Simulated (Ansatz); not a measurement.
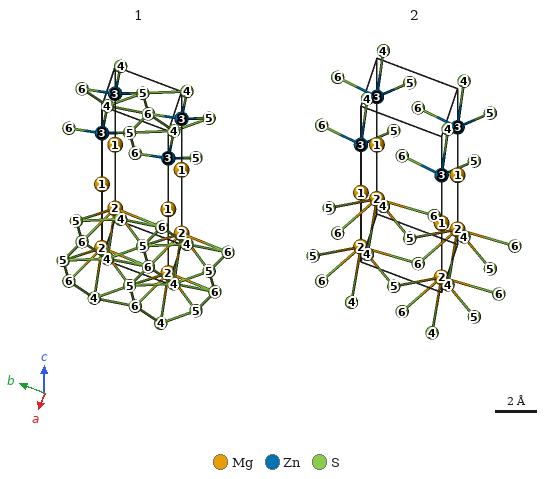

Two geometries of solid Mg2ZnS3 (a generated structure, set up in P31m) (coarse preliminary run), drawn at one scale. One is the start of a relaxation, the other its converged end. Style: ball-and-stick. Shown: the cell of the calculation, from a free direction.

Computed with DFT PBE, scalar-relativistic, plane waves, PAW (Ansatz). (plane-wave cutoff 420 eV; k-point mesh 6 × 6 × 2; occupations gaussian; smearing width 0.1 eV; no spin polarisation; cell and atoms relaxed; force threshold 0.04 eV/Å; at most 70 steps)

Which geometry has the lower energy?

Answer. Structure 2 is the relaxed one. The energy falls by 2149 meV per atom in 11 accepted moves (13 points after the start). The largest force component goes from 17 to 0.011 eV/Å. The pressure goes from 53.57 to 0.03 GPa. At 2 points the geometry stayed and the basis and grid were re-selected for the new cell (energy shift of 11.6 meV per atom at most each time). The atom that moves furthest relative to the cell is Zn3 (0.60 Å along −c). By element the largest moves are Zn 0.60 Å, Mg 0.38 Å, S 0.26 Å. The volume changes by +50.2 %, with a = b 4.164 → 5.055 Å (+21.4 %), c 8.448 → 8.608 Å (+1.9 %). Some distances before and after: Mg2–Zn3 2.110 → 2.966 Å, Zn3–S4 1.834 → 2.531 Å, Mg2–S4 2.860 → 3.348 Å, S4–S5 2.168 → 2.654 Å. Among the angles between lasting bonds that change: S4–Zn3–S5 109.7° → 89.6°, Mg2–S4–Zn3 60.2° → 71.5°, S4–Mg2–S5 81.6° → 89.0°. The space group stays P31m (No. 157).

Limits of the set-up: the k-point mesh is coarse for a cell with partly filled bands.
